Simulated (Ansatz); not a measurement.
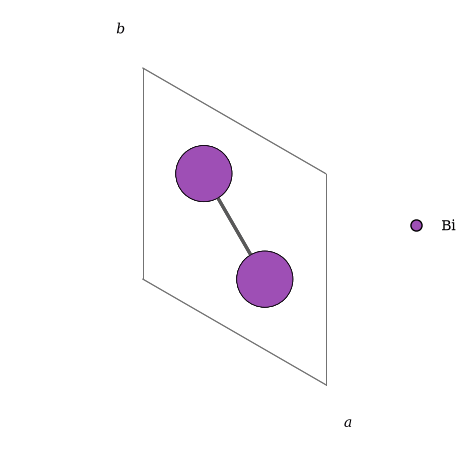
*The relaxed cell of a stack of sheets*

Values marked by level come from PBE+D3(BJ) (plane waves to 420 eV, PAW; Ansatz, a first-principles code); PBE+D3(BJ) with spin-orbit coupling (plane waves to 420 eV, PAW; Ansatz). Geometries and values that name no level are of the first. Values not marked SOC have no spin–orbit coupling. Its k-point mesh 9×9×1, Fermi–Dirac width 0.01 eV. A dipole correction is on.

### Question
Which stack is drawn? Give its spacing and gap.

### Answer
Several could match; the one computed here: 3 layers of bismuthene, started at antiparallel, no shift (facing Bi atop Bi, which symmetry holds and which is mostly a maximum against sliding; bismuthene a predicted or substrate-bound sheet, here free).
* **gap between facing atomic planes**: 3.78, 3.78 Å
* **step of the vacuum level across the stack (top less bottom)**: 0.00 eV
* **PBE gap over the mesh and listed points off it**: 0.22 eV, direct
* **valence and conduction edges under the vacuum level of the lower face**: 4.00 and 3.78 eV
* **PBE+SOC gap at the same geometry**: closed or nearly so
